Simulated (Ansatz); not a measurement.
The starting structures come from a database of crystals and need not be the phases stable at ambient conditions.

 Where the default PAW files enter, the runs use the earlier of Ansatz's two default sets.

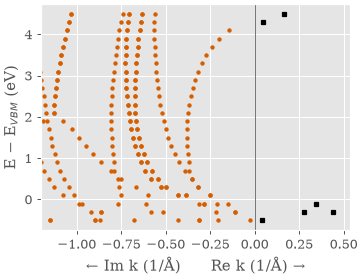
*Complex bands at the centre of the two-dimensional zone; r2SCAN run with Ansatz (an electronic-structure program)*

No gap correction and no spin-orbit coupling; mid-gap values are interpolated between computed energies.

**Question.** This is K2Sn(HO)6 (R-3, not sure to be the ambient phase, 15 atoms a cell, 10.9 Å³ an atom, -4 GPa at this level) along the normal of (101). Read off the slowest decay at the centre of the two-dimensional zone at 2.10 eV, the computed energy nearest the middle of the gap.

**Answer.** κ ≈ 0.37 1/Å, a decay length 1/(2κ) of the density of 1.3 Å.
